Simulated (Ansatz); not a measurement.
Dissociation curves of BCl3 (boron trichloride)

BCl3 has 4 atoms, charge 0, and is taken as a singlet. As SMILES, `ClB(Cl)Cl`. Geometry: relaxed at PBE0-D4/def2-TZVP.

```xyz
4

Cl   -0.2579    0.5164    1.6383
B     0.0000    0.0000    0.0000
Cl    0.9420   -1.4231   -0.3240
Cl   -0.6841    0.9066   -1.3143
```

The B2–Cl4 distance is scanned; the parts on either side stay rigid. Basis STO-3G, 16 core orbitals frozen in the correlated methods; program Ansatz 0.2.0. FCI is exact within this basis and core. Energies in eV from each method's value at 1.737 Å; methods without a U are spin-restricted. The shape above is that at 1.737 Å.

```
distance (Å)  SVWN5   PBE  BHLYP  BCCD(T)  CCSDT   FCI
       1.737   0.00  0.00   0.00     0.00   0.00  0.00
       2.171   1.32  1.13   1.35     1.14   1.13  1.13
       2.606   3.40  3.07   3.61     3.09   3.07  3.07
       3.474   5.96  5.47   6.64     4.67   4.71  4.71
       4.343   6.75  6.23   7.73     4.72   4.85  4.82
```

Departure from the FCI curve at its largest: SVWN5 +1.93 eV at 4.34 Å; PBE +1.41 eV at 4.34 Å; BHLYP +2.91 eV at 4.34 Å; BCCD(T) -0.10 eV at 4.34 Å; CCSDT +0.03 eV at 4.34 Å. Restricted functionals keep the electrons paired too, and rise too high.

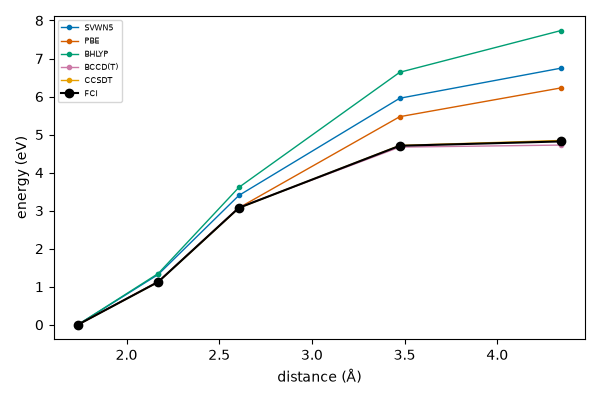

The curves of the table.
